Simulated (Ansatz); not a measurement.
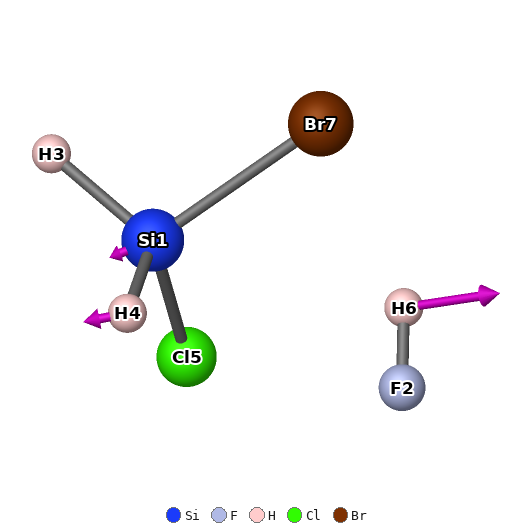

The arrows show one normal mode. Harmonic vibrations computed with RKS PBE0-D4/def2-TZVP (Ansatz 0.2.0) at a stationary point of the same level.

Estimate its harmonic wavenumber.

Answer. 421 cm⁻¹; it is mode 7 of 15 counted from the lowest.
